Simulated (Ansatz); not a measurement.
**CH₂ClGe (charge +1): density, localisation and related maps**

```xyz
5

C    -0.7374   -2.0222    0.1209
Cl   -1.1896   -1.5296   -1.5964
Ge    0.3576   -3.2407   -0.9967
H    -0.2710   -1.1675    0.6318
H    -1.6328   -2.3966    0.6378
```

Geometry: PBE0-D3(BJ)/def2-SVP.

All numbers below come from isolated molecule in a Gaussian basis; Kohn-Sham density functional theory, functional PBE0 in Ansatz 0.2.0.

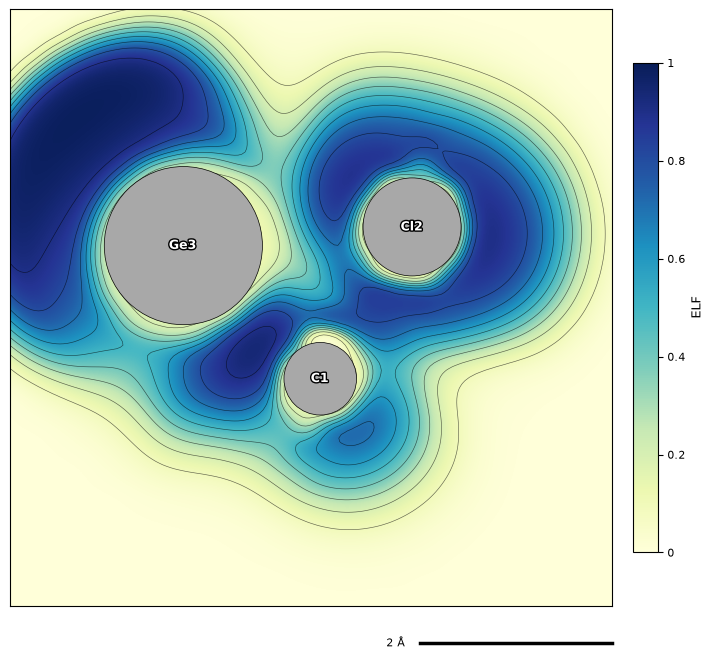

Figure 1. ELF on the plane of atoms Cl2, C1 and Ge3. Grey discs cover the atomic cores.

### What do the fields say about this system?

Atoms in the plane: C, Cl and Ge.
C–Cl (1.84 Å): the ELF peaks at about 0.85 between the atoms; a covalent bond.
C–Ge (1.98 Å): the ELF peaks at about 0.90 in the valence shell of C, 0.7 Å from its nucleus, and is about 0.65 at the midpoint.
Ge–Cl (2.38 Å): the ELF peaks at about 0.75 in the valence shell of Cl, 0.8 Å from its nucleus, and is about 0.40 at the midpoint.
The ELF also peaks beside Cl2, away from the bonds: lone-pair regions.

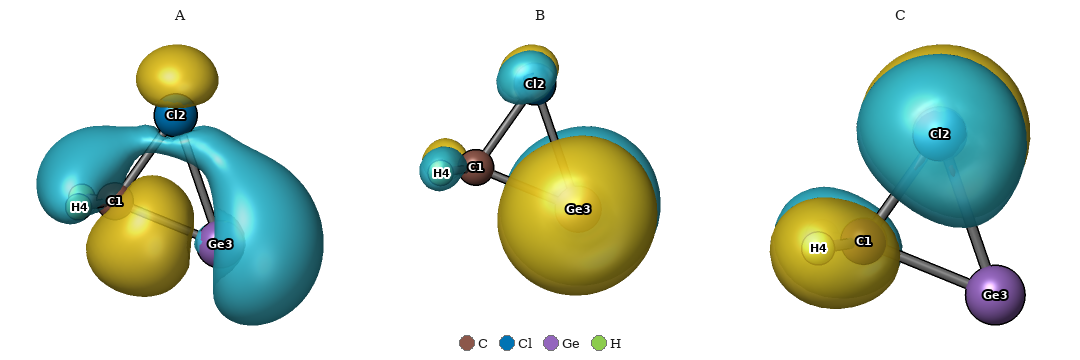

Figure 2. Three frontier orbitals at ±0.1 Å⁻³ᐟ² (yellow and cyan are the two phases), in no order.

### Order the three orbitals by energy and name them.

C is the HOMO−1 (−15.14 eV). It lies mainly on Cl2 (about 75 %) and C1 (about 10 %); largely a lone pair of Cl2. A is the HOMO (−13.97 eV). It lies mainly on Ge3 (about 50 %), C1 (about 35 %) and Cl2 (about 10 %). B is the LUMO (−8.91 eV). By Hirshfeld shares it lies mainly on Ge3 (about 85 %).

### What is the HOMO–LUMO gap?

5.06 eV between the orbital energies.
